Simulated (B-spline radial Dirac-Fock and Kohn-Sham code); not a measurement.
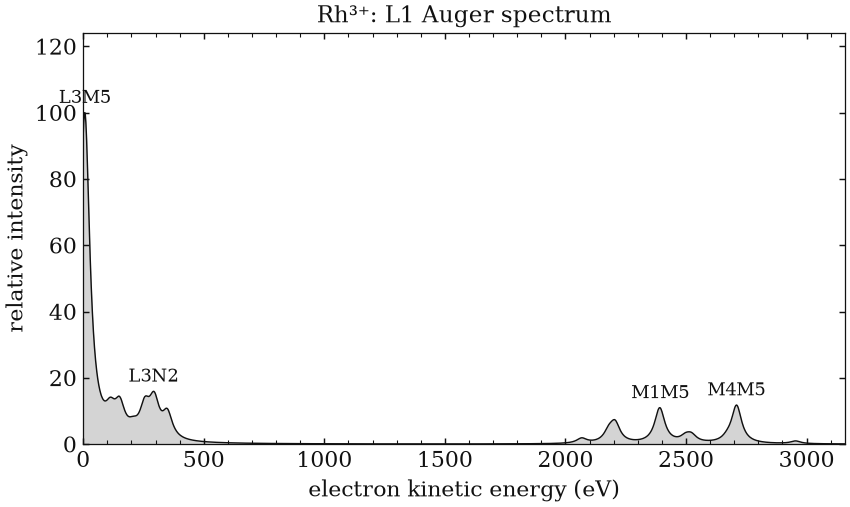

Auger and Coster–Kronig groups that fill an L1 (2s) hole, broadened by 50 eV full width. Kinetic energies count from the vacuum level; very weak lines are left out. System: the ion Rh³⁺ in the configuration [Kr] 4d6. The calculation used independent-particle Coulomb rates on relativistic LDA orbitals, configuration-average energies from Dirac–Fock (a radial B-spline solver). Widths ruled by Coster–Kronig decay come out up to twice the measured ones in this model.

How wide is the L1 level from this decay?

The non-radiative width is 4.85 eV.

Which group is strongest?

L1-L3M5 at 6.779 eV, 53 % of the non-radiative width.
